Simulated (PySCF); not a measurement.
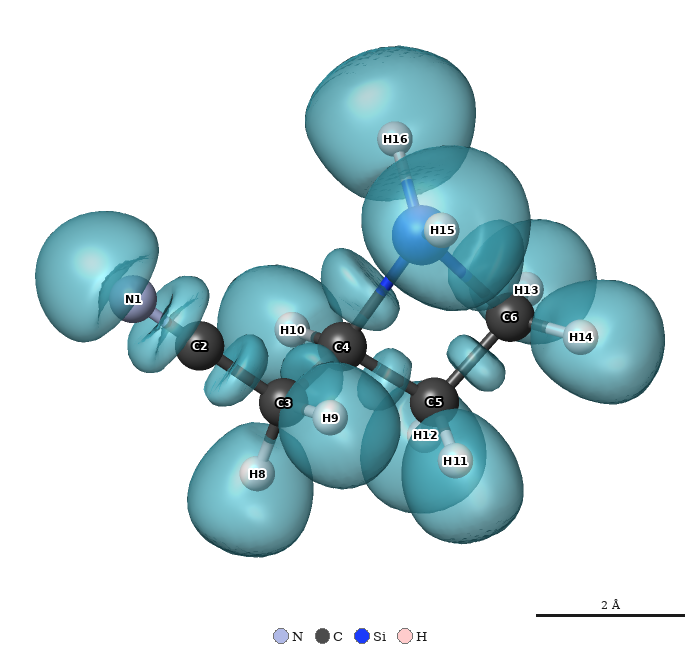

C5H9NSi. Isosurface of the electron localisation function at 0.8 (cyan), seen at a tilt. Only the valence region is drawn (cores and ρ < 0.01 e/Å³ removed).

Geometry: GFN2-xTB.

Method: wB97X-D/def2-SVPD, SCF density, gas phase in PySCF 2.14.0.

Input file:

```
{"job": {"kind": "uv", "xc": "wB97X-D", "basis": "def2-SVPD", "nstates": 8, "ntriplets": 3}, "charge": 0, "multiplicity": 1}
N     -2.658243     1.307884     2.165123
C     -2.242135     0.781387     1.238954
C     -1.685832     0.143918     0.076906
C     -0.209232     0.513083    -0.079096
C      0.474289    -0.134496    -1.302894
C      1.785828    -0.611447    -0.646257
Si     1.090117    -0.269832     1.103709
H     -2.257894     0.464705    -0.801345
H     -1.799913    -0.938890     0.184135
H     -0.132917     1.602171    -0.127250
H     -0.107941    -0.980605    -1.667863
H      0.624022     0.553539    -2.134507
H      2.627013     0.023310    -0.916755
H      2.058256    -1.631909    -0.903778
H      0.600250    -1.448270     1.819541
H      1.826734     0.634396     1.979964
```

Run with:

```sh
OMP_NUM_THREADS=1 python probes_run.py task.json out
```

What do the ELF domains correspond to?

At this value the surface marks out four regions between bonded C–C atoms (shared pairs), one region between bonded C–N atoms (shared pairs), two regions between bonded C–Si atoms (shared pairs), nine regions around hydrogen nuclei and one lobe on N, pointing away from the bonds (lone pairs). Profiles from the grid: C–N (1.14 Å): the ELF peaks at about 0.85 between the atoms (a multiple bond). C–C (1.44 Å): the ELF peaks at about 0.95 between the atoms: localised, covalent bonding.
